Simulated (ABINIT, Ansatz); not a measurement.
# TaAl (Pm-3m): from the cell to the phonon bands, part 2 of 3

Aim: the phonon dispersion of TaAl (Pm-3m), checked by a second program.

ABINIT 10.8.3; DFT PBEsol, scalar-relativistic, plane waves, PseudoDojo norm-conserving pseudopotentials.

So far. Step 3 (Ground state): The cell stands at -0.31 GPa: the relaxation ran with a smoothed and higher cutoff, and the difference is a stress of the finite basis. Step 4 (Zone-centre response): The acoustic modes at Γ come out as far as 4.3 cm⁻¹ from zero, where they should vanish, a small numerical error. The relaxed cell has a = 3.196 Å (conventional setting).

The structure was built from a prototype and need not be the compound's stable phase.

### 5. Phonons on a q mesh

Linear response treats each wavevector of the 4×4×4 mesh in the unit cell; the first-order potentials are kept for the electron-phonon matrix elements.

Contents of dfpt_q.abi:

```
ndtset 9

# wavevectors
qpt1 0.25 0.0 0.0
qpt2 0.5 0.0 0.0
qpt3 0.25 0.25 0.0
qpt4 0.5 0.25 0.0
qpt5 0.5 0.5 0.0
qpt6 0.25 0.25 0.25
qpt7 0.5 0.25 0.25
qpt8 0.5 0.5 0.25
qpt9 0.5 0.5 0.5

# displacements
getwfk_filepath "gso_WFK"
getwfq_filepath "gso_WFK"
kptopt 3
nqpt 1
rfphon 1
rfatpol 1 2
rfdir 1 1 1
tolvrs 1.0d-10
prtwf 0
prtpot 1

# basis, mesh and filling
ecut 25.0
ngkpt 8 8 8
nshiftk 1
shiftk 0.0 0.0 0.0
istwfk *1
occopt 6
tsmear 0.01
nband 14
nstep 100
diemac 1000000.0
prtebands 0
prtgsr 0
useylm 1

# cell and atoms
acell 6.039698078 6.039698078 6.039698078
rprim 
    1.0 0.0 0.0
    0.0 1.0 0.0
    0.0 0.0 1.0
ntypat 2
znucl 13 73
natom 2
typat 1 2
xred 
    0.0 0.0 0.0
    0.5 0.5 0.5
pp_dirpath "./pseudo"
pseudos "Al.upf, Ta.upf"
```

On the command line:

```console
$ OMP_NUM_THREADS=1 mpirun -n 4 abinit dfpt_q.abi > dfpt_q.log
```

Numbers of over 12 decimals in the logs are rounded to 6 here.

dfpt_q.abo, the main output file:

```text
[banners, grids, parts of the stress and lines that vanish by symmetry left out]
- input  file    -> dfpt_q.abi
- output file    -> dfpt_q.abo
- root for input  files -> dfpt_qi
[...]
DATASET    1 : space group Pm -3 m (#221); Bravais cP (primitive cubic)
[...]
nfft =       27000          nkpt =         512
[...]
DATASET    2 : space group Pm -3 m (#221); Bravais cP (primitive cubic)
[...]
nfft =       27000          nkpt =         512
[...]
DATASET    3 : space group Pm -3 m (#221); Bravais cP (primitive cubic)
[...]
nfft =       27000          nkpt =         512
[...]
DATASET    4 : space group Pm -3 m (#221); Bravais cP (primitive cubic)
[...]
nfft =       27000          nkpt =         512
[...]
DATASET    8 : space group Pm -3 m (#221); Bravais cP (primitive cubic)
[...]
nfft =       27000          nkpt =         512
[...]
DATASET    9 : space group Pm -3 m (#221); Bravais cP (primitive cubic)
[...]
nfft =       27000          nkpt =         512
[...]
== DATASET  1 ==================================================================
[...]
cutoff_energies: {ecut:  25.0, pawecutdg:  -1.0, }
[...]
Perturbation : displacement of atom   1   along direction   1
[...]
-ETOT  1   143.97387449836      1.004E+02 6.927E-01 3.009E+06
 ETOT  2   1816.7840422980      1.673E+03 9.435E-01 3.914E+07
 ETOT  3   3.168234     -1.814E+03 4.858E-01 9.411E+03
 ETOT  4   2.760148     -4.081E-01 1.932E-02 5.271E+02
 ETOT  5   2.734341     -2.581E-02 5.146E-03 5.276E-01
[...]
At SCF step   12       vres2   =  2.63E-13 < tolvrs=  1.00E-10 =>converged.
[...]
Perturbation : displacement of atom   1   along direction   2
[...]
-ETOT  1   3.143607     -2.026E+01 3.497E-01 8.171E+02
[...]
At SCF step   11       vres2   =  1.59E-11 < tolvrs=  1.00E-10 =>converged.
[...]
Perturbation : displacement of atom   2   along direction   1
[...]
-ETOT  1   58.825895708126     -1.910E+03 5.612E+00 1.271E+06
[...]
At SCF step   12       vres2   =  2.95E-12 < tolvrs=  1.00E-10 =>converged.
[...]
Perturbation : displacement of atom   2   along direction   2
[...]
-ETOT  1   3.579622     -1.586E+03 5.969E+00 4.312E+02
[...]
At SCF step   11       vres2   =  9.35E-13 < tolvrs=  1.00E-10 =>converged.
[...]
Phonon wavevector (reduced coordinates) :  0.25000  0.00000  0.00000
 Phonon energies in Hartree :
[...]
Phonon frequencies in cm-1    :
- -3.308227E+01  5.979637E+01  5.979637E+01  2.843130E+02  2.843130E+02
-  2.882230E+02
[...]
== DATASET  2 ==================================================================
[...]
cutoff_energies: {ecut:  25.0, pawecutdg:  -1.0, }
[...]
Perturbation : displacement of atom   1   along direction   1
[...]
-ETOT  1   87.722505802633      4.316E+01 1.614E+00 4.731E+05
[...]
Perturbation : displacement of atom   1   along direction   2
[...]
-ETOT  1   3.045641     -1.987E+01 8.681E-01 7.163E+02
[...]
Perturbation : displacement of atom   2   along direction   1
[...]
-ETOT  1   29.648718752535     -1.957E+03 5.603E+00 1.732E+05
[...]
Perturbation : displacement of atom   2   along direction   2
[...]
-ETOT  1   3.382752     -1.577E+03 5.977E+00 1.749E+02
[...]
Phonon wavevector (reduced coordinates) :  0.50000  0.00000  0.00000
 Phonon energies in Hartree :
[...]
Phonon frequencies in cm-1    :
-  8.503043E+01  1.086919E+02  1.086919E+02  2.634582E+02  2.634582E+02
-  2.663054E+02
[...]
== DATASET  3 ==================================================================
[...]
cutoff_energies: {ecut:  25.0, pawecutdg:  -1.0, }
[...]
Perturbation : displacement of atom   1   along direction   1
[...]
-ETOT  1   36.488452915420      2.775E+00 5.654E-01 3.425E+05
[...]
Perturbation : displacement of atom   1   along direction   3
[...]
-ETOT  1   3.126619     -1.984E+01 6.977E-01 5.870E+02
[...]
Perturbation : displacement of atom   2   along direction   1
[...]
-ETOT  1   19.590805377563     -1.764E+03 3.100E+00 1.845E+05
[...]
Perturbation : displacement of atom   2   along direction   3
[...]
-ETOT  1   3.839330     -1.578E+03 5.951E+00 2.591E+02
[...]
Phonon wavevector (reduced coordinates) :  0.25000  0.25000  0.00000
 Phonon energies in Hartree :
[...]
Phonon frequencies in cm-1    :
- -1.129193E+02  8.760055E+01  1.133170E+02  2.620531E+02  2.836123E+02
-  3.054425E+02
[...]
== DATASET  4 ==================================================================
[...]
cutoff_energies: {ecut:  25.0, pawecutdg:  -1.0, }
[...]
Perturbation : displacement of atom   1   along direction   1
[...]
-ETOT  1   35.085955457391     -3.817E+00 1.060E+00 1.472E+05
[...]
Perturbation : displacement of atom   1   along direction   2
[...]
-ETOT  1   4.741372     -2.421E+01 5.133E-01 8.411E+03
[...]
Phonon wavevector (reduced coordinates) :  0.50000  0.25000  0.00000
 Phonon energies in Hartree :
[...]
Phonon frequencies in cm-1    :
- -7.691893E+01 -5.411838E+01  1.254842E+02  2.743347E+02  2.863429E+02
-  2.939802E+02
[...]
== DATASET  5 ==================================================================
[...]
Phonon wavevector (reduced coordinates) :  0.50000  0.50000  0.00000
 Phonon energies in Hartree :
[...]
Phonon frequencies in cm-1    :
- -1.302080E+02 -1.302080E+02  1.361881E+02  2.838688E+02  3.040357E+02
-  3.040357E+02
[...]
== DATASET  6 ==================================================================
[...]
Phonon wavevector (reduced coordinates) :  0.25000  0.25000  0.25000
 Phonon energies in Hartree :
[...]
Phonon frequencies in cm-1    :
- -5.468940E+01 -5.468940E+01  9.898614E+01  2.810808E+02  2.899546E+02
-  2.899546E+02
[...]
== DATASET  7 ==================================================================
[...]
Perturbation : displacement of atom   2   along direction   1
[...]
-ETOT  1   11.088255295652     -1.802E+03 5.631E+00 4.162E+04
[...]
Perturbation : displacement of atom   2   along direction   2
[...]
-ETOT  1   8.213013     -1.659E+03 3.937E+00 1.785E+04
[...]
Phonon wavevector (reduced coordinates) :  0.50000  0.25000  0.25000
 Phonon energies in Hartree :
[...]
Phonon frequencies in cm-1    :
- -6.492049E+01 -4.665554E+01  1.072816E+02  2.649570E+02  2.924226E+02
-  2.972842E+02
[...]
== DATASET  8 ==================================================================
[...]
cutoff_energies: {ecut:  25.0, pawecutdg:  -1.0, }
[...]
Perturbation : displacement of atom   1   along direction   1
[...]
-ETOT  1   5.399221     -2.668E+01 1.125E+00 8.350E+03
[...]
Perturbation : displacement of atom   1   along direction   3
[...]
-ETOT  1   4.135255     -2.210E+01 5.776E-01 3.544E+03
[...]
Perturbation : displacement of atom   2   along direction   1
[...]
-ETOT  1   5.804413     -1.747E+03 5.645E+00 1.347E+04
[...]
Perturbation : displacement of atom   2   along direction   3
[...]
-ETOT  1   8.912766     -1.634E+03 5.970E+00 1.381E+04
[...]
Phonon wavevector (reduced coordinates) :  0.50000  0.50000  0.25000
 Phonon energies in Hartree :
[...]
Phonon frequencies in cm-1    :
- -6.928444E+01 -6.928444E+01  1.166216E+02  2.676434E+02  2.813840E+02
-  2.813840E+02
[...]
== DATASET  9 ==================================================================
[...]
cutoff_energies: {ecut:  25.0, pawecutdg:  -1.0, }
[...]
Perturbation : displacement of atom   1   along direction   1
[...]
-ETOT  1   4.662572     -2.547E+01 1.169E+00 4.962E+03
[...]
At SCF step    8       vres2   =  7.20E-11 < tolvrs=  1.00E-10 =>converged.
[...]
Perturbation : displacement of atom   2   along direction   1
[...]
-ETOT  1   4.937494     -1.711E+03 5.659E+00 5.914E+03
[...]
ETOT  8   2.326573     -3.638E-12 1.704E-09 1.374E-10
 ETOT  9   2.326573      3.411E-12 9.897E-11 7.837E-11
 At SCF step    9       vres2   =  7.84E-11 < tolvrs=  1.00E-10 =>converged.
[...]
Phonon wavevector (reduced coordinates) :  0.50000  0.50000  0.50000
 Phonon energies in Hartree :
[...]
Phonon frequencies in cm-1    :
-  9.650961E+01  9.650961E+01  9.650961E+01  2.574977E+02  2.574977E+02
-  2.574977E+02
[...]
fcart6     0.0000000000E+00  0.0000000000E+00  0.0000000000E+00
   
================================================================================
```

The job ended after 13 min (4 MPI ranks of AMD EPYC 9R45, shared host).

This step gave:

| Quantity | Value |
| --- | --- |
| lowest mode on the q mesh (acoustic ones at the zone centre apart) | -130.2 cm⁻¹ |

Frequencies (cm⁻¹) before the sum rule at the irreducible wavevectors but Γ, which is solved apart; negative means imaginary. Frequencies by wavevector:

```csv
q (fractions),star,mode 1,mode 2,mode 3,mode 4,mode 5,mode 6
0.25 0 0,6,-33.08,59.8,59.8,284.3,284.3,288.2
0.5 0 0,3,85.03,108.7,108.7,263.5,263.5,266.3
0.25 0.25 0,12,-112.9,87.6,113.3,262.1,283.6,305.4
0.5 0.25 0,12,-76.92,-54.12,125.5,274.3,286.3,294
0.5 0.5 0,3,-130.2,-130.2,136.2,283.9,304,304
0.25 0.25 0.25,8,-54.69,-54.69,98.99,281.1,289.9,289.9
0.5 0.25 0.25,12,-64.92,-46.66,107.3,265,292.4,297.3
0.5 0.5 0.25,6,-69.28,-69.28,116.6,267.6,281.4,281.4
0.5 0.5 0.5,1,96.51,96.51,96.51,257.5,257.5,257.5
```

### 6. Dispersion

anaddb transforms the dynamical matrices to force constants and back along the path; points of the mesh come back as solved, but for the sum rule and, in polar crystals, the LO-TO term at Γ; the rest is interpolation.

Contents of anaddb.abi:

```
ddb_filepath "all_DDB"
output_file "anaddb.abo"
outdata_prefix "anaddb"
ifcflag 1
ngqpt 4 4 4
nqshft 1
q1shft 0.0 0.0 0.0
asr 1
chneut 0
dipdip 0
dipquad 0
quadquad 0
enunit 0
eivec 0
nph1l 62
qph1l 
    0.0 0.0 0.0 1.0
    0.0 0.05 0.0 1.0
    0.0 0.1 0.0 1.0
    0.0 0.15 0.0 1.0
    0.0 0.2 0.0 1.0
    0.0 0.25 0.0 1.0
    0.0 0.3 0.0 1.0
    0.0 0.35 0.0 1.0
    0.0 0.4 0.0 1.0
    0.0 0.45 0.0 1.0
    0.0 0.5 0.0 1.0
    0.05 0.5 0.0 1.0
    0.1 0.5 0.0 1.0
    0.15 0.5 0.0 1.0
    0.2 0.5 0.0 1.0
    0.25 0.5 0.0 1.0
    0.3 0.5 0.0 1.0
    0.35 0.5 0.0 1.0
    0.4 0.5 0.0 1.0
    0.45 0.5 0.0 1.0
    0.5 0.5 0.0 1.0
    0.45 0.45 0.0 1.0
    0.4 0.4 0.0 1.0
    0.35 0.35 0.0 1.0
    0.3 0.3 0.0 1.0
    0.25 0.25 0.0 1.0
    0.2 0.2 0.0 1.0
    0.15 0.15 0.0 1.0
    0.1 0.1 0.0 1.0
    0.05 0.05 0.0 1.0
    0.0 0.0 0.0 1.0
    0.05 0.05 0.05 1.0
    0.1 0.1 0.1 1.0
    0.15 0.15 0.15 1.0
    0.2 0.2 0.2 1.0
    0.25 0.25 0.25 1.0
    0.3 0.3 0.3 1.0
    0.35 0.35 0.35 1.0
    0.4 0.4 0.4 1.0
    0.45 0.45 0.45 1.0
    0.5 0.5 0.5 1.0
    0.45 0.5 0.45 1.0
    0.4 0.5 0.4 1.0
    0.35 0.5 0.35 1.0
    0.3 0.5 0.3 1.0
    0.25 0.5 0.25 1.0
    0.2 0.5 0.2 1.0
    0.15 0.5 0.15 1.0
    0.1 0.5 0.1 1.0
    0.05 0.5 0.05 1.0
    0.0 0.5 0.0 1.0
    0.5 0.5 0.5 1.0
    0.5 0.5 0.45 1.0
    0.5 0.5 0.4 1.0
    0.5 0.5 0.35 1.0
    0.5 0.5 0.3 1.0
    0.5 0.5 0.25 1.0
    0.5 0.5 0.2 1.0
    0.5 0.5 0.15 1.0
    0.5 0.5 0.1 1.0
    0.5 0.5 0.05 1.0
    0.5 0.5 0.0 1.0
```

Contents of mrgddb.in:

```
all_DDB
merged
10
dfpt_gammao_DDB
dfpt_qo_DS1_DDB
dfpt_qo_DS2_DDB
dfpt_qo_DS3_DDB
dfpt_qo_DS4_DDB
dfpt_qo_DS5_DDB
dfpt_qo_DS6_DDB
dfpt_qo_DS7_DDB
dfpt_qo_DS8_DDB
dfpt_qo_DS9_DDB
```

On the command line:

```console
$ mrgddb < mrgddb.in > mrgddb.log
$ OMP_NUM_THREADS=1 anaddb anaddb.abi > anaddb.log
```

anaddb.abo, the main output file:

```text
[banners, grids, parts of the stress and lines that vanish by symmetry left out]
-outvars_anaddb: echo values of input variables ----------------------

 Flags :
[...]
Phonon wavevector (reduced coordinates) :  0.00000  0.00000  0.00000
 Phonon energies in Hartree :
[...]
Phonon frequencies in cm-1    :
-  0.000000E+00  0.000000E+00  0.000000E+00  2.953059E+02  2.953059E+02
-  2.953059E+02
[...]
Phonon wavevector (reduced coordinates) :  0.00000  0.05000  0.00000
 Phonon energies in Hartree :
[...]
Phonon frequencies in cm-1    :
- -1.417320E+01  1.047249E+01  1.047249E+01  2.948999E+02  2.948999E+02
-  2.951540E+02
[...]
Phonon wavevector (reduced coordinates) :  0.00000  0.10000  0.00000
 Phonon energies in Hartree :
[...]
Phonon frequencies in cm-1    :
- -2.661908E+01  2.142429E+01  2.142429E+01  2.936572E+02  2.936572E+02
-  2.946178E+02
[...]
Phonon wavevector (reduced coordinates) :  0.00000  0.15000  0.00000
 Phonon energies in Hartree :
[...]
Phonon frequencies in cm-1    :
- -3.553753E+01  3.322342E+01  3.322342E+01  2.915137E+02  2.915137E+02
-  2.934759E+02
[...]
Phonon wavevector (reduced coordinates) :  0.00000  0.20000  0.00000
 Phonon energies in Hartree :
[...]
Phonon frequencies in cm-1    :
- -3.886182E+01  4.601763E+01  4.601763E+01  2.883979E+02  2.883979E+02
-  2.914280E+02
[...]
Phonon wavevector (reduced coordinates) :  0.00000  0.25000  0.00000
 Phonon energies in Hartree :
[...]
Phonon frequencies in cm-1    :
- -3.335976E+01  5.964157E+01  5.964157E+01  2.842924E+02  2.842924E+02
-  2.882025E+02
  Phonon wavevector (reduced coordinates) :  0.00000  0.30000  0.00000
 Phonon energies in Hartree :
[...]
Phonon frequencies in cm-1    :
-  1.107453E+01  7.355492E+01  7.355492E+01  2.793259E+02  2.793259E+02
-  2.837065E+02
  Phonon wavevector (reduced coordinates) :  0.00000  0.35000  0.00000
 Phonon energies in Hartree :
[...]
Phonon frequencies in cm-1    :
-  4.609038E+01  8.681527E+01  8.681527E+01  2.738861E+02  2.738861E+02
-  2.782079E+02
  Phonon wavevector (reduced coordinates) :  0.00000  0.40000  0.00000
 Phonon energies in Hartree :
[...]
Phonon frequencies in cm-1    :
-  6.688988E+01  9.809685E+01  9.809685E+01  2.687136E+02  2.687136E+02
-  2.725165E+02
  Phonon wavevector (reduced coordinates) :  0.00000  0.45000  0.00000
 Phonon energies in Hartree :
[...]
Phonon frequencies in cm-1    :
-  8.022265E+01  1.058286E+02  1.058286E+02  2.648745E+02  2.648745E+02
-  2.680243E+02
  Phonon wavevector (reduced coordinates) :  0.00000  0.50000  0.00000
 Phonon energies in Hartree :
[...]
Phonon frequencies in cm-1    :
-  8.491612E+01  1.086025E+02  1.086025E+02  2.634377E+02  2.634377E+02
-  2.662852E+02
  Phonon wavevector (reduced coordinates) :  0.05000  0.50000  0.00000
 Phonon energies in Hartree :
[...]
Phonon frequencies in cm-1    :
-  8.049420E+01  1.044869E+02  1.096052E+02  2.640038E+02  2.647713E+02
-  2.683773E+02
  Phonon wavevector (reduced coordinates) :  0.10000  0.50000  0.00000
 Phonon energies in Hartree :
[...]
Phonon frequencies in cm-1    :
-  6.652073E+01  9.235752E+01  1.123963E+02  2.656262E+02  2.684762E+02
-  2.738540E+02
  Phonon wavevector (reduced coordinates) :  0.15000  0.50000  0.00000
 Phonon energies in Hartree :
[...]
Phonon frequencies in cm-1    :
-  3.735848E+01  7.171624E+01  1.164154E+02  2.680941E+02  2.738340E+02
-  2.809568E+02
[...]
Phonon wavevector (reduced coordinates) :  0.40000  0.50000  0.40000
 Phonon energies in Hartree :
[...]
Phonon frequencies in cm-1    :
-  6.511436E+01  7.541232E+01  9.449572E+01  2.581196E+02  2.675750E+02
-  2.686067E+02
  Phonon wavevector (reduced coordinates) :  0.35000  0.50000  0.35000
 Phonon energies in Hartree :
[...]
Phonon frequencies in cm-1    :
-  1.291814E+01  4.669907E+01  9.565623E+01  2.599835E+02  2.787314E+02
-  2.787992E+02
  Phonon wavevector (reduced coordinates) :  0.30000  0.50000  0.30000
 Phonon energies in Hartree :
[...]
Phonon frequencies in cm-1    :
- -5.417483E+01 -2.924489E+01  1.004320E+02  2.627236E+02  2.876474E+02
-  2.901253E+02
  Phonon wavevector (reduced coordinates) :  0.25000  0.50000  0.25000
 Phonon energies in Hartree :
[...]
Phonon frequencies in cm-1    :
- -6.506393E+01 -4.684776E+01  1.071910E+02  2.649366E+02  2.924028E+02
-  2.972636E+02
  Phonon wavevector (reduced coordinates) :  0.20000  0.50000  0.20000
 Phonon energies in Hartree :
[...]
Phonon frequencies in cm-1    :
- -5.922540E+01 -3.498074E+01  1.127301E+02  2.655692E+02  2.913920E+02
-  2.974901E+02
  Phonon wavevector (reduced coordinates) :  0.15000  0.50000  0.15000
 Phonon energies in Hartree :
[...]
Phonon frequencies in cm-1    :
- -3.196152E+01  4.360103E+01  1.147362E+02  2.648868E+02  2.850291E+02
-  2.908846E+02
[...]
Phonon wavevector (reduced coordinates) :  0.50000  0.50000  0.05000
 Phonon energies in Hartree :
[...]
Phonon frequencies in cm-1    :
- -1.281033E+02 -1.281033E+02  1.351676E+02  2.829284E+02  3.029108E+02
-  3.029108E+02
  Phonon wavevector (reduced coordinates) :  0.50000  0.50000  0.00000
 Phonon energies in Hartree :
[...]
Phonon frequencies in cm-1    :
- -1.302768E+02 -1.302768E+02  1.361167E+02  2.838498E+02  3.040155E+02
-  3.040155E+02
-
```

It took 0.68 s on 1 thread.

This step gave:

```
lowest frequency on the path : -130.3 cm⁻¹
```

Anaddb. The phonon branches at the labelled points (cm⁻¹):

```csv
point,branch 1,branch 2,branch 3,branch 4,branch 5,branch 6
Γ,0,0,0,295,295,295
X,85,109,109,263,263,266
M,-130,-130,136,284,304,304
Γ,0,0,0,295,295,295
R,96,96,96,258,258,258
X,85,109,109,263,263,266
jump to R,96,96,96,258,258,258
M,-130,-130,136,284,304,304
```

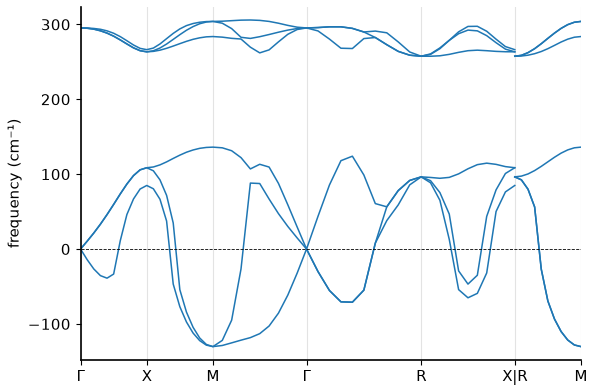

Phonon branches along the path.

The path dips to 130i cm⁻¹.

(Continued in part 3 of 3.)

[Host names and launcher messages were left out of these logs when they were recorded.]

[Logs are printed without paths, hosts, clocks, repeated set-up lines and the standing remarks that a program may print on its own settings, such as how far it seeks lower states.]

[Hosts, paths, dates, database ids (printed as entryN), source tags and the programs' standing remarks are cut or masked in the printed files.]
